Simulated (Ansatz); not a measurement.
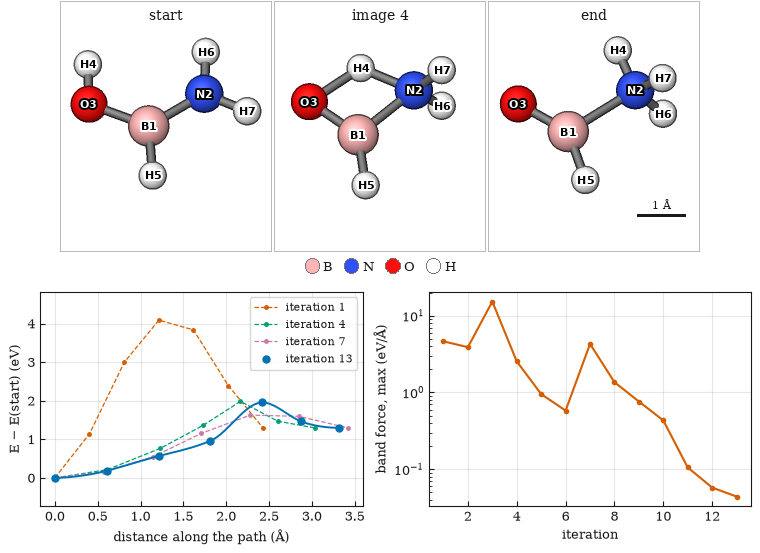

A search for the minimum-energy path of BNH4O by the nudged elastic band. Images are numbered from 0 (start) to 6 (end). The plot follows the band through its iterations. Style: ball-and-stick. Shown at a tilt.

The calculation used Ansatz, RKS PBE0-D4/def2-SVP.

Input
```yaml
crystal:
  periodic: [false, false, false]
  atoms:
    - {symbol: B, position_ang: [-0.599338, 0.050451, 0.033308]}
    - {symbol: N, position_ang: [0.625662, -0.443064, 0.509216]}
    - {symbol: O, position_ang: [-0.722442, 0.854531, -1.066321]}
    - {symbol: H, position_ang: [0.107645, 1.063733, -1.500744]}
    - {symbol: H, position_ang: [-1.608607, -0.237418, 0.609253]}
    - {symbol: H, position_ang: [1.522852, -0.256403, 0.094508]}
    - {symbol: H, position_ang: [0.674127, -1.031829, 1.320781]}
basis:
  gaussian: {orbitals: def2-SVP}
hamiltonian: {xc: pbe0, dispersion: d4}
neb:
  images: 5
  climbing: true
  max_iterations: 40
  initial_path: idpp
  final_atoms:
    - {symbol: B, position_ang: [-0.974813, 0.083996, -0.250115]}
    - {symbol: N, position_ang: [0.680817, -0.076622, 0.189419]}
    - {symbol: O, position_ang: [-1.185249, 1.012196, -1.051238]}
    - {symbol: H, position_ang: [1.137029, 0.665470, -0.335419]}
    - {symbol: H, position_ang: [-1.585643, -0.772491, 0.339521]}
    - {symbol: H, position_ang: [1.080710, -0.972744, -0.074755]}
    - {symbol: H, position_ang: [0.847049, 0.060196, 1.182589]}
```

Launched with:
```bash
ansatz run in.yaml --threads 2 --pin off --events-out ev --progress --plain --max-ram 4352MiB
```

How did the profile develop, and is the result final?

The run is converged, with reservations. The band converged in 13 iterations. The largest component of the band force went from 4.6 to 0.044 eV/Å. The climbing image converged on the top of the path. Its curvatures weren't checked. The largest force component is 0.27 eV/Å at the start and 0.32 eV/Å at the end; an end with forces this large is no minimum, and the barrier measured from it can be far off. The first iteration put the highest image at 4.09 eV. Forward barrier 1.95 eV, backward barrier 0.66 eV, with image 4 at the top; the reaction energy is +1.30 eV.
